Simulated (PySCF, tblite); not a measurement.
# C₅H₉ClSi₂: geometry, infrared bands and NMR shifts

What infrared bands and NMR shifts should C₅H₉ClSi₂ (`[SiH3]C[Si]1(Cl)C=CC=C1`) show?

Computed with tblite 0.8.0 and PySCF 2.14.0, with density-fitted response routines of our own, on a single molecule in the gas phase. Atoms are numbered from 0 throughout.

### Step 1. The starting structure

17 atoms, charge 0, multiplicity 1; geometry from: force field or distance geometry start.

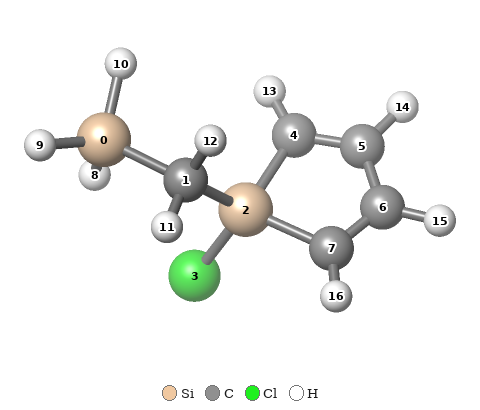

The starting geometry (silicon light orange, carbon grey, chlorine green, hydrogen white), atoms numbered.

### Step 2. Relaxing the molecule with GFN2-xTB

Job settings and geometry (Å):

```
{"job": {"kind": "relax", "xc": "GFN2-xTB", "basis": "xTB"}, "charge": 0, "multiplicity": 1}
Si    -2.751500    -0.190500     0.078000
C     -1.124900    -1.021100     0.472600
Si     0.177500    -0.252600    -0.567100
Cl    -0.309500    -0.223300    -2.610300
C      0.702500     1.415100     0.018600
C      1.964000     1.336600     0.316000
C      2.599400     0.095900     0.147700
C      1.878500    -0.888100    -0.294900
H     -2.657200     0.278000    -1.310300
H     -3.907800    -1.064500     0.321700
H     -2.829600     0.998700     0.942100
H     -1.248000    -2.092900     0.206100
H     -0.927600    -0.962700     1.575400
H      0.068800     2.298500     0.077100
H      2.500900     2.254600     0.701100
H      3.678500    -0.079000     0.398800
H      2.179000    -1.890400    -0.482500
```

Launch:

```
OMP_NUM_THREADS=1 python probes_run.py task.json out
```

One launch serves the whole session: the jobs run in the order shown.

**Question.** This job is followed by: GFN2-xTB harmonic vibrations, gas phase; GIAO PBE0/pcSseg-1 NMR shielding, non-relativistic, gas phase. Predict these results of the whole session: strongest single infrared mode (GFN2-xTB); zero-point energy (GFN2-xTB); 13C shifts against TMS (PBE0/pcSseg-1, means over atoms taken as alike); 1H shifts against TMS (PBE0/pcSseg-1, means over atoms taken as alike); 29Si shifts against TMS (PBE0/pcSseg-1); 35Cl shifts against HCl (PBE0/pcSseg-1).

**Answer**, as computed:

| quantity | value |
| --- | --- |
| strongest single infrared mode (GFN2-xTB) | 792 cm⁻¹, 444 km/mol |
| zero-point energy (GFN2-xTB) | 73.3 kcal/mol |
| 13C shifts against TMS (PBE0/pcSseg-1, means over atoms taken as alike) | 153.6, 137.6, -5.1 ppm |
| 1H shifts against TMS (PBE0/pcSseg-1, means over atoms taken as alike) | 7.09, 6.00, 4.13, 0.09 ppm |
| 29Si shifts against TMS (PBE0/pcSseg-1) | 17.5, -73.8 ppm |
| 35Cl shifts against HCl (PBE0/pcSseg-1) | -43 ppm |

In words: The optimisation took 88 steps and gained 0.601 eV; among the close pairs (by a distance rule), Si2–Cl3 changed most, from 2.101 to 2.032 Å. All 45 modes are real, so the xTB geometry is a minimum. GFN2-xTB is a fitted tight-binding method: band positions and strengths are rough. Its intensities can rank the bands wrongly.
